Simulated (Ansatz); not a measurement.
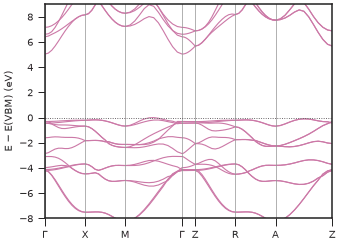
Figure. Band structure from the program Ansatz at the PBEsol level (PAW)

**Question.** Read off the gap and where the band edges lie.

**Answer.** About 5.0 eV (5.04 eV by a search for the band edges); maximum on the M–Γ line, 48 % of the way from M, minimum at Γ.

The material is SiO$_{2}$ in space group P4_2/nmc (No. 137; Si on 2a, O on 4d).

A made-up cell: these elements were put on the sites of a structure type; neither database checked (COD, Materials Project) lists it. It is not the phase usual at ambient conditions (space group No. 92, 152, 154). Symmetry was held in the PBEsol relaxation; its stability against distortions is not shown here.

Potentials: the earlier of the program's two PAW sets. The files were generated under PBE; for other functionals the program regenerates the frozen cores, and for LDA and PBEsol the local potential too.
